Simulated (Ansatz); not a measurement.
# ScCd (Pm-3m): Grüneisen parameters

Aim: how the phonons of ScCd (Pm-3m) shift with volume, and the thermal expansion that follows.

Program: Ansatz 0.2.0. Level of theory: DFT PBEsol, scalar-relativistic, plane waves, PAW; PAW set soft_1. Results are calculated unless marked as measured.

## Step 1: Starting point

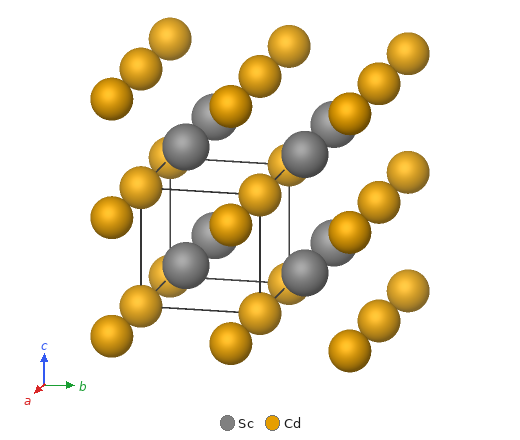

The cell as given, slightly off an axis (scandium grey, cadmium orange). 2×2×2 cells are drawn. Some periodic images of atoms are drawn too.

## Step 2: Phonons on a q mesh

The cell comes from relaxations at this level that are not shown. Stability and thermal properties need the whole zone. Linear response on a 4×4×4 q mesh gives force constants as far as a supercell of that size would.

Contents of input.yaml:

```yaml
crystal:
  lattice:
    - [3.485384078, 0.0, 0.0]
    - [0.0, 3.485384078, 0.0]
    - [0.0, 0.0, 3.485384078]
  atoms:
    - { symbol: Sc, position: [0.5, 0.5, 0.5] }
    - { symbol: Cd, position: [0.0, 0.0, 0.0] }
kpoints:
  mp_grid: { grid: [12, 12, 12] }
hamiltonian:
  xc: pbesol
  pseudopotentials: { kind: paw, azcp: { folder: soft_1 }, xc_functional: pbe }
scf:
  occupations: { method: methfessel_paxton, width: 0.2 }
output:
  eigenvalues: true
phonons:
  method: dfpt
  qmesh: [4, 4, 4]
  temperatures: { t_max: 1000, t_step: 50 }
  qpath:
    path:
      - [[0.0, 0.0, 0.0], [0.0, 0.5, 0.0], [0.5, 0.5, 0.0], [0.0, 0.0, 0.0], [0.5, 0.5, 0.5], [0.0, 0.5, 0.0]]
      - [[0.5, 0.5, 0.5], [0.5, 0.5, 0.0]]
    npoints: 10
```

Run with:

```sh
ansatz run input.yaml --threads 4 --pin off --max-ram 10240MiB --backend cpu --events-out ev --progress --plain --runs-dir out
```

Numbers of over 12 decimals in the logs are rounded to 6 here.

The log of the run:

```text
Engine: ansatz 0.2.0, aarch64-unknown-linux-gnu
Pseudopotentials: kind: paw
Pseudopotential: Sc, paw, valence charge 11, recommended cutoff 420 eV (normal), soft_1/Sc.paw.azcp
Pseudopotential: Cd, paw, valence charge 20, recommended cutoff 420 eV (normal), soft_1/Cd.paw.azcp
Functional definition: PBEsol
  exchange = pbesol_x
  correlation = pbesol_c
Crystal: 2 atoms, lattice volume = 42.340 Å³
Basis set: ecut = 420 eV, 799 PW (Γ), exchange–correlation on 48×48×48 points (8 copies of the dense FFT grid, shifted against one another)
Bands: 20, of which v1, the nominal top of the filled ones, is band 16 counted from 1 (15 counted from 0)
Symmetry: 48 space group operations
k-points: 84 of 1728
Non-local potential: Sc, projectors of the file, l = 0: 3, l = 1: 2, l = 2: 3, l = 3: 1
Non-local potential: Cd, projectors of the file, l = 0: 3, l = 1: 2, l = 2: 2, l = 3: 1
PAW form: soft (Blöchl's): semilocal exchange-correlation on the pseudo side does not see the compensation charge
PAW frozen core: Sc, regenerated for the run's functional, and the local potential with it (the file was generated under x = pbe(κ = 0.804, μ = 0.219515), c = pbe(β = 0.066725))
PAW frozen core: Cd, regenerated for the run's functional, and the local potential with it (the file was generated under x = pbe(κ = 0.804, μ = 0.219515), c = pbe(β = 0.066725))
PAW one-centre angular grid: Sc, 590 points (default); XC on 64 Gauss nodes
PAW one-centre angular grid: Cd, 590 points (default); XC on 64 Gauss nodes
Initial density: superposition of atomic densities (chi_scale 0.1, normalization cell, long waves kept (reshape's long-wave potential 0.00 eV rms))
Initial wavefunctions: pseudopotential atomic-orbital guess
Functional: x = pbesol(κ = 0.804, μ = 0.123457), c = pbesol(β = 0.046)
SCF iter   1: F=—  HF=-10296.930193 eV  |F-HF|=—  |Δ(HF+E_count)|=         —  Δρ=6.80e-2  dr2=2.70e0  ethr=3.10e-3  ⟨swp⟩=4.0  Hψ=6016  notcnv=0
preconditioner: auto → Kerker (q_TF=auto, 2.590 Å⁻¹)  [metal: Δε(μ)=0.007 eV  Ē_g=6.882 eV  σ=0.200 eV  W_gap=0.03  n_scr=18 (ndim 8)  ℏωp=22.1 eV  f_vac=0.000  D(μ)=3.88/eV (n_scr^D=56)]
SCF iter   2: F=—  HF=-10296.272266 eV  |F-HF|=—  |Δ(HF+E_count)|=   6.58e-1  S|Δr|=    0.00e0  Δρ=2.16e-2  dr2=2.86e-1  ethr=3.10e-3  ⟨swp⟩=2.0  Hψ=3371  notcnv=0
SCF iter   3: F=—  HF=-10296.180898 eV  |F-HF|=—  |Δ(HF+E_count)|=   9.14e-2  S|Δr|=    0.00e0  Δρ=1.06e-2  dr2=6.52e-2  ethr=9.24e-4  ⟨swp⟩=1.6  Hψ=2387  notcnv=0
SCF iter   4: F=—  HF=-10296.161345 eV  |F-HF|=—  |Δ(HF+E_count)|=   1.96e-2  S|Δr|=    0.00e0  Δρ=2.77e-3  dr2=1.81e-3  ethr=2.10e-4  ⟨swp⟩=2.0  Hψ=2287  notcnv=0
SCF iter   5: F=—  HF=-10296.161420 eV  |F-HF|=—  |Δ(HF+E_count)|=   7.54e-5  S|Δr|=    0.00e0  Δρ=3.97e-4  dr2=4.80e-5  ethr=5.85e-6  ⟨swp⟩=2.2  Hψ=3229  notcnv=0
SCF iter   6: F=—  HF=-10296.161422 eV  |F-HF|=—  |Δ(HF+E_count)|=   1.68e-6  S|Δr|=    0.00e0  Δρ=1.26e-4  dr2=5.01e-6  ethr=1.55e-7  ⟨swp⟩=2.1  Hψ=2784  notcnv=0
SCF iter   7: F=—  HF=-10296.161427 eV  |F-HF|=—  |Δ(HF+E_count)|=   5.22e-6  S|Δr|=    0.00e0  Δρ=2.15e-5  dr2=2.18e-7  ethr=1.62e-8  ⟨swp⟩=1.7  Hψ=1811  notcnv=0
SCF iter   8: F=—  HF=-10296.161426 eV  |F-HF|=—  |Δ(HF+E_count)|=   1.41e-6  S|Δr|=    0.00e0  Δρ=5.88e-6  dr2=1.34e-8  ethr=7.03e-10  ⟨swp⟩=2.1  Hψ=2250  notcnv=0
SCF iter   9: F=—  HF=-10296.161426 eV  |F-HF|=—  |Δ(HF+E_count)|=   1.35e-9  S|Δr|=    0.00e0  Δρ=1.05e-6  dr2=3.72e-10  ethr=4.33e-11  ⟨swp⟩=2.1  Hψ=2303  notcnv=0
SCF iter  10: F=—  HF=-10296.161426 eV  |F-HF|=—  |Δ(HF+E_count)|=  3.82e-11  S|Δr|=    0.00e0  Δρ=1.79e-7  dr2=1.49e-11  ethr=1.20e-12  ⟨swp⟩=2.1  Hψ=2656  notcnv=0
SCF iter  11: F=-10296.161426 eV  HF=-10296.161426 eV  |F-HF|=0.00e0  |Δ(HF+E_count)|=  3.64e-12  S|Δr|=    0.00e0  Δρ=4.42e-8  dr2=7.96e-13  ethr=1.00e-12  ⟨swp⟩=4.6  Hψ=5584  notcnv=0
SCF 1 converged in 11 iterations: F = -10296.161426 eV  dr2 = 7.96e-13
  greatest PAW one-centre occupation: 1.000 electrons in one spin orbital (limit 2), on the Cd atom at site 1 (counted from 0), in its partial waves of l = 0
phonons: the bands overlap, so this run is a metal and interpolates without the dipole-dipole term. If the crystal is really an insulator or semiconductor, its LO-TO splitting is missing
NSCF: frozen V_eff on 84 k-points
NSCF: frozen V_eff on 196 k-points
DFPT response loops at q = (0, 0, 0) (fractional): preconditioner auto → Kerker (q_TF=auto, 2.590 Å⁻¹) (partly filled bands, converged f_vac=0.000); β = 1.00, the filter's whole step (`scf.mixing.beta` (0.50) is not read by the response loops under this deck's `scf.mixing.preconditioner`; to damp them name `kerker` or `kerker_dos`, under which they read `scf.mixing.beta`, and type it under 1.00, their step now; both keys bind the ground state too); Broyden in place of MSR1
NSCF: frozen V_eff on 1176 k-points
DFPT response loops at q = (0, 0, 0.25) (fractional): mixed as the last ones told, above
NSCF: frozen V_eff on 686 k-points
DFPT response loops at q = (0, 0, -0.5) (fractional): mixed as the last ones told, above
NSCF: frozen V_eff on 2016 k-points
DFPT response loops at q = (0, 0.25, 0.25) (fractional): mixed as the last ones told, above
NSCF: frozen V_eff on 1176 k-points
DFPT response loops at q = (0, 0.25, -0.5) (fractional): mixed as the last ones told, above
NSCF: frozen V_eff on 686 k-points
DFPT response loops at q = (0, -0.5, -0.5) (fractional): mixed as the last ones told, above
NSCF: frozen V_eff on 1872 k-points
DFPT response loops at q = (0.25, 0.25, 0.25) (fractional): mixed as the last ones told, above
NSCF: frozen V_eff on 2016 k-points
DFPT response loops at q = (0.25, 0.25, -0.5) (fractional): mixed as the last ones told, above
NSCF: frozen V_eff on 1176 k-points
DFPT response loops at q = (0.25, -0.5, -0.5) (fractional): mixed as the last ones told, above
NSCF: frozen V_eff on 392 k-points
DFPT response loops at q = (-0.5, -0.5, -0.5) (fractional): mixed as the last ones told, above
SCF converged after 11 iterations
Stability not checked: this state was not tested for a lower state beside it, because cold or Methfessel-Paxton smearing, or corrected tetrahedra, fill the levels in a way that the test cannot read (fill_not_monotonic; see scf.lower_state_search)
Free energy (F): -10296.161426 eV
Harris-Foulkes:  -10296.161426 eV  (|F-HF|=0.00e0)
Internal energy: -10296.160188 eV  (E = F + TS)
E sigma→0 (E₀):  -10296.161116 eV
Entropy (-TS):   -0.001237 eV (-0.619 meV/atom)
Fermi energy:    12.873520 eV
--- Per-component energies (eV) ---
  E_band       = -555.302217
  E_kinetic    = 647.605019
  E_local      = -3939.862245  (includes V_loc(G=0)·N_el)
  E_nonlocal   = 263.425287
  E_hartree    = 1749.759342
  E_xc         = -242.073465
  E_vxc        = -302.759624  (∫ρ·V_xc dr)
  E_paw        = -4992.981558  (= ΣΔE_a)
  E_vpaw       = -723.229650  (= ΣTr[D̂ρ^β])
  E_aug_tail   = 0.000349  (compensation charges beyond the density's cutoff)
  E_ewald      = -3782.503903
  E_core_change = 0.470986  (= ΣΔE_core)
  E_smearing   = -0.001237  (= −TS)
  E_closure    = -0.000000  (closes the sum)
  Σ components = -10296.161426   (vs F -10296.161426, Δ=0.00e0)
--- Band table (eV; the first three rows and the last of 84) ---
  k-point 0: bands = [... 12 lower, 4.4823, 5.3858, 13.0381, 13.0381, 15.3965, 15.3965, 15.3965, 17.9343]
  k-point 1: bands = [... 12 lower, 4.4850, 5.4856, 12.9997, 13.0371, 15.2117, 15.2117, 15.3900, 17.4677]
  k-point 2: bands = [... 12 lower, 4.4926, 5.7866, 12.7918, 13.0344, 14.8235, 14.8235, 15.3723, 16.6163]
  k-point 83: bands = [... 12 lower, 4.7946, 11.2938, 11.2938, 11.2938, 14.2316, 16.0365, 16.0365, 17.5685]
--- Phonons (Γ-DFPT): 2 representative perturbations + reference (Σ response iterations 6) ---
  ASR residual: 3.436e-5 → 0.000e0 eV/Å²; symmetrization residual: 1.197e-5 eV/Å²
  ASR residual per site (eV/Å²): 3.44e-5 2.05e-5
  Γ frequencies (cm⁻¹): 0.00 0.00 0.00 176.50 176.50 176.50
--- Phonons (arbitrary-q DFPT): 10 irreducible q on the 4×4×4 mesh ---
  q = [0.0000, 0.0000, 0.0000] (star 1, of the zone-centre solve; hermiticity 6.51e-6, symmetrization 5.24e-12): -0.00 -0.00 0.00 176.50 176.50 176.50
  q = [0.0000, 0.0000, 0.2500] (star 6, 4 solved perturbations in 1848 linear systems a pass and spin channel, the states on 588 of 1728 k-point pairs; hermiticity 3.77e-6, symmetrization 3.66e-12): 67.66 67.66 77.92 170.40 170.40 189.12
  q = [0.0000, 0.0000, -0.5000] (star 3, 4 solved perturbations in 1078 linear systems a pass and spin channel, the states on 343 of 1728 k-point pairs; hermiticity 3.39e-9, symmetrization 1.79e-9): 96.77 97.24 97.24 165.63 165.63 201.42
  q = [0.0000, 0.2500, 0.2500] (star 12, 4 solved perturbations in 3108 linear systems a pass and spin channel, the states on 1008 of 1728 k-point pairs; hermiticity 2.37e-6, symmetrization 5.50e-14): 37.62 82.85 97.88 160.00 183.02 199.46
  q = [0.0000, 0.2500, -0.5000] (star 12, 6 solved perturbations on 588 of 1728 k-point pairs; hermiticity 4.02e-6, symmetrization 4.17e-7): 62.39 72.69 97.99 147.13 195.73 204.87
  q = [0.0000, -0.5000, -0.5000] (star 3, 4 solved perturbations in 1078 linear systems a pass and spin channel, the states on 343 of 1728 k-point pairs; hermiticity 5.58e-6, symmetrization 2.46e-11): 30.97 30.97 98.34 125.51 219.60 219.60
  q = [0.2500, 0.2500, 0.2500] (star 8, 2 solved perturbations on 936 of 1728 k-point pairs; hermiticity 2.09e-6, symmetrization 7.07e-12): 74.01 74.01 83.89 177.95 192.06 192.06
  q = [0.2500, 0.2500, -0.5000] (star 12, 4 solved perturbations in 3108 linear systems a pass and spin channel, the states on 1008 of 1728 k-point pairs; hermiticity 3.90e-6, symmetrization 1.71e-7): 50.49 74.29 99.89 184.31 185.48 203.22
  q = [0.2500, -0.5000, -0.5000] (star 6, 4 solved perturbations in 1848 linear systems a pass and spin channel, the states on 588 of 1728 k-point pairs; hermiticity 5.21e-6, symmetrization 5.33e-9): 66.57 66.57 100.37 172.77 204.57 204.57
  q = [-0.5000, -0.5000, -0.5000] (star 1, 2 solved perturbations on 196 of 1728 k-point pairs; hermiticity 6.52e-10, symmetrization 3.26e-10): 91.17 91.17 91.17 191.63 191.63 191.63
  sum rule: each row above includes the acoustic sum rule's correction from the zone centre's row sums; it moved no ω² by more than (0.46 cm⁻¹)²
  mesh force constants: q→R imaginary residual 3.42e-18; ASR residual 3.436e-5 → 0.000e0 eV/Å²; symmetrization residual 2.665e-15 eV/Å²
  interpolated dispersion: 62 rows × 6 modes
  density of states and harmonic sums: on the 20×20×20 q-mesh, interpolated from the force constants of a 4×4×4 supercell (no non-analytic term)
  largest difference from the sums on the solved wave vectors: F 1.25e-2 eV, S 1.65e-5 and C_V 4.01e-6 eV/K
  zero-point energy: 0.048311 eV/cell   skipped modes (ω ≤ 0): 3   left out of the sums: 6.25e-5 of the cell's modes: C_V's classical limit lies that fraction below 3 k_B per atom; for a crystal, a wire or a layer, F and S can be off by more, and a phonons.interpolated_qmesh denser along its periods is the remedy for the sampling
```

It took 6.3 min on 4 threads of Arm Neoverse V1, shared host; peak memory 2.2 GiB; 24 min of CPU time.

Numbers from this step:

| Quantity | Value |
| --- | --- |
| volume per atom | 21.17 Å³ |
| gap on the k-mesh | 0 eV |
| sum-rule residual before enforcement | 3.44e-5 eV/Å² |
| lowest frequency on the path | 0 cm⁻¹ |
| point group | m-3m |
| highest frequency on the path or at a solved wavevector | 219.6 cm⁻¹ |
| mean frequency | 129.9 cm⁻¹ |
| Debye temperature (second moment) | 265 K |
| logarithmic mean frequency | 114.8 cm⁻¹ |
| highest optical mode at the zone centre (no LO-TO term) | 176.5 cm⁻¹ |
| lowest optical zone-centre mode | 176.5 cm⁻¹ |
| lowest mode on the q mesh (acoustic modes at Γ apart) | 30.97 cm⁻¹ |
| zero-point energy per atom | 24.16 meV |
| heat capacity at 300 K | 24.01 J/(mol atoms K) |
| vibrational entropy at 300 K | 40.31 J/(mol atoms K) |
| edges of the widest gap between branches, on path and mesh | 100.9, 125.5 cm⁻¹ |

Frequencies (cm⁻¹) solved at each irreducible wavevector; negative means imaginary. Frequencies by wavevector, by row:

| q in reciprocal lattice units | star | mode 1 | mode 2 | mode 3 | mode 4 | mode 5 | mode 6 |
| --- | --- | --- | --- | --- | --- | --- | --- |
| 0 0 0 | 1 | 0 | 0 | 0 | 176.5 | 176.5 | 176.5 |
| 0 0 0.25 | 6 | 67.7 | 67.7 | 77.9 | 170.4 | 170.4 | 189.1 |
| 0 0 -0.5 | 3 | 96.8 | 97.2 | 97.2 | 165.6 | 165.6 | 201.4 |
| 0 0.25 0.25 | 12 | 37.6 | 82.8 | 97.9 | 160 | 183 | 199.5 |
| 0 0.25 -0.5 | 12 | 62.4 | 72.7 | 98 | 147.1 | 195.7 | 204.9 |
| 0 -0.5 -0.5 | 3 | 31 | 31 | 98.3 | 125.5 | 219.6 | 219.6 |
| 0.25 0.25 0.25 | 8 | 74 | 74 | 83.9 | 177.9 | 192.1 | 192.1 |
| 0.25 0.25 -0.5 | 12 | 50.5 | 74.3 | 99.9 | 184.3 | 185.5 | 203.2 |
| 0.25 -0.5 -0.5 | 6 | 66.6 | 66.6 | 100.4 | 172.8 | 204.6 | 204.6 |
| -0.5 -0.5 -0.5 | 1 | 91.2 | 91.2 | 91.2 | 191.6 | 191.6 | 191.6 |

Symmetry leaves 10 wavevectors to solve. The lowest mode among them, the acoustic zeros apart, lies at q = (0, -0.5, -0.5) and is real, 31.0 cm⁻¹.

## Step 3: Relaxing at another volume, volume ratio 0.97

The volume is scaled by 0.97 and held; symmetry leaves nothing to relax, so this is a single point. The modes can then be followed against volume.

input.yaml, the sections that differ from step 2:

```yaml
crystal:
  lattice:
    - [3.450175771, 0.0, 0.0]
    - [0.0, 3.450175771, 0.0]
    - [0.0, 0.0, 3.450175771]
  atoms:
    - { symbol: Sc, position: [0.5, 0.5, 0.5] }
    - { symbol: Cd, position: [0.0, 0.0, 0.0] }
output:
  forces: true
  stress: true
  eigenvalues: true
# kpoints, hamiltonian, scf: as in step 2
# phonons: removed
```

The log of the run:

```text
[...]
Crystal: 2 atoms, lattice volume = 41.070 Å³
Basis set: ecut = 420 eV, 799 PW (Γ), exchange–correlation on 48×48×48 points (8 copies of the dense FFT grid, shifted against one another)
Bands: 20, of which v1, the nominal top of the filled ones, is band 16 counted from 1 (15 counted from 0)
Symmetry: 48 space group operations
[...]
k-points: 84 of 1728
[...]
--- Band table (eV; the first three rows and the last of 84) ---
  k-point 0: bands = [... 12 lower, 4.9203, 5.7326, 13.5271, 13.5271, 15.9802, 15.9802, 15.9802, 18.5501]
  k-point 1: bands = [... 12 lower, 4.9233, 5.8352, 13.4892, 13.5247, 15.7843, 15.7843, 15.9729, 18.0853]
  k-point 2: bands = [... 12 lower, 4.9315, 6.1448, 13.2819, 13.5180, 15.3756, 15.3756, 15.9529, 17.2298]
  k-point 83: bands = [... 12 lower, 5.2531, 11.7084, 11.7084, 11.7084, 14.8525, 16.6450, 16.6450, 18.2206]
[key lines of the parts left out:]
SCF converged after 8 iterations
Free energy (F): -10296.151930 eV
Fermi energy:    13.359088 eV
P = ⅓ Tr σ = 2.4690 GPa (24.690 kbar)
```

Run time: 1.1 s. Hardware: 4 threads; peak memory 0.37 GiB; 3.8 s of CPU time.

This step gave:

```yaml
pressure: 2.469 GPa
volume_per_atom: 20.53 Å³
```

The run ends at a pressure of 2.47 GPa.

## Step 4: Phonons at the other volume, volume ratio 0.97

The phonons are repeated at this volume on the same k and q meshes.

input.yaml, the sections that differ from step 3:

```yaml
output:
  eigenvalues: true
phonons:
  method: dfpt
  qmesh: [4, 4, 4]
  temperatures: { t_max: 1000, t_step: 50 }
  qpath:
    path:
      - [[0.0, 0.0, 0.0], [0.0, 0.5, 0.0], [0.5, 0.5, 0.0], [0.0, 0.0, 0.0], [0.5, 0.5, 0.5], [0.0, 0.5, 0.0]]
      - [[0.5, 0.5, 0.5], [0.5, 0.5, 0.0]]
    npoints: 10
# crystal, kpoints, hamiltonian, scf: as in step 3
```

The log of the run:

```text
[...]
Crystal: 2 atoms, lattice volume = 41.070 Å³
Basis set: ecut = 420 eV, 799 PW (Γ), exchange–correlation on 48×48×48 points (8 copies of the dense FFT grid, shifted against one another)
Bands: 20, of which v1, the nominal top of the filled ones, is band 16 counted from 1 (15 counted from 0)
Symmetry: 48 space group operations
k-points: 84 of 1728
[...]
SCF iter   1: F=—  HF=-10296.960633 eV  |F-HF|=—  |Δ(HF+E_count)|=         —  Δρ=7.13e-2  dr2=2.86e0  ethr=3.10e-3  ⟨swp⟩=4.0  Hψ=6018  notcnv=0
[...]
SCF iter  11: F=-10296.151930 eV  HF=-10296.151930 eV  |F-HF|=0.00e0  |Δ(HF+E_count)|=    0.00e0  S|Δr|=    0.00e0  Δρ=4.92e-8  dr2=8.74e-13  ethr=1.00e-12  ⟨swp⟩=4.7  Hψ=5607  notcnv=0
SCF 1 converged in 11 iterations: F = -10296.151930 eV  dr2 = 8.74e-13
[...]
NSCF: frozen V_eff on 84 k-points
[...]
SCF converged after 11 iterations
[...]
Free energy (F): -10296.151930 eV
[...]
Internal energy: -10296.150359 eV  (E = F + TS)
E sigma→0 (E₀):  -10296.151538 eV
Entropy (-TS):   -0.001571 eV (-0.786 meV/atom)
Fermi energy:    13.359109 eV
[...]
--- Band table (eV; the first three rows and the last of 84) ---
  k-point 0: bands = [... 12 lower, 4.9203, 5.7326, 13.5271, 13.5271, 15.9802, 15.9802, 15.9802, 18.5501]
  k-point 1: bands = [... 12 lower, 4.9233, 5.8352, 13.4892, 13.5247, 15.7843, 15.7843, 15.9729, 18.0853]
  k-point 2: bands = [... 12 lower, 4.9315, 6.1448, 13.2819, 13.5180, 15.3756, 15.3756, 15.9530, 17.2298]
  k-point 83: bands = [... 12 lower, 5.2531, 11.7084, 11.7084, 11.7084, 14.8525, 16.6451, 16.6451, 18.2206]
[...]
ASR residual: 2.974e-5 → 0.000e0 eV/Å²; symmetrization residual: 1.620e-5 eV/Å²
  ASR residual per site (eV/Å²): 2.97e-5 2.02e-5
  Γ frequencies (cm⁻¹): 0.00 0.00 0.00 186.49 186.49 186.49
--- Phonons (arbitrary-q DFPT): 10 irreducible q on the 4×4×4 mesh ---
[...]
interpolated dispersion: 62 rows × 6 modes
[...]
```

Elapsed: 6.1 min, on 4 threads; peak memory 2.1 GiB.

This step gave:

```yaml
sum_rule_residual_before_enforcement: 2.97e-5 eV/Å²
highest_frequency_on_the_path_or_at_a_solved_wavevector: 231.8 cm⁻¹
mean_frequency: 136.3 cm⁻¹
debye_temperature_second_moment: 278 K
logarithmic_mean_frequency: 119.9 cm⁻¹
highest_optical_mode_at_the_zone_centre_no_lo_to_term: 186.5 cm⁻¹
lowest_optical_zone_centre_mode: 186.5 cm⁻¹
lowest_mode_on_the_q_mesh_acoustic_modes_at_gamma_apart: 28.2 cm⁻¹
zero_point_energy_per_atom: 25.35 meV
heat_capacity_at_300_k: 23.91 J/(mol atoms K)
vibrational_entropy_at_300_k: 39.27 J/(mol atoms K)
edges_of_the_widest_gap_between_branches_on_path_and_mesh: 105.9, 131.3 cm⁻¹
```

Frequencies (cm⁻¹) solved at each irreducible wavevector; negative means imaginary. Frequencies by wavevector, by row:

| q in reciprocal lattice units | star | mode 1 | mode 2 | mode 3 | mode 4 | mode 5 | mode 6 |
| --- | --- | --- | --- | --- | --- | --- | --- |
| 0 0 0 | 1 | 0 | 0 | 0 | 186.5 | 186.5 | 186.5 |
| 0 0 0.25 | 6 | 70.5 | 70.5 | 82.2 | 179.2 | 179.2 | 199.3 |
| 0 0 -0.5 | 3 | 101.9 | 102.2 | 102.2 | 173 | 173 | 212.3 |
| 0 0.25 0.25 | 12 | 37.7 | 86.5 | 102.8 | 167.9 | 192.4 | 210.4 |
| 0 0.25 -0.5 | 12 | 64.2 | 75.2 | 103 | 153.8 | 206.1 | 216.4 |
| 0 -0.5 -0.5 | 3 | 28.2 | 28.2 | 103.3 | 131.3 | 231.8 | 231.8 |
| 0.25 0.25 0.25 | 8 | 77.2 | 77.2 | 87.1 | 187.1 | 202.4 | 202.4 |
| 0.25 0.25 -0.5 | 12 | 51.2 | 76.9 | 105 | 193.9 | 195.2 | 214.9 |
| 0.25 -0.5 -0.5 | 6 | 69.2 | 69.2 | 105.3 | 181.6 | 216.4 | 216.4 |
| -0.5 -0.5 -0.5 | 1 | 96.2 | 96.2 | 96.2 | 203.4 | 203.4 | 203.4 |

The highest optical mode at the zone centre (no LO-TO term) is 186.5 cm⁻¹, +10.0 cm⁻¹ against the base run.

(Continued in part 2 of 2.)

[Logs are printed without paths, hosts, clocks, repeated set-up lines and the standing remarks that a program may print on its own settings, such as how far it seeks lower states.]

[Hosts, paths, dates, database ids (printed as entryN), source tags and the programs' standing remarks are cut or masked in the printed files.]
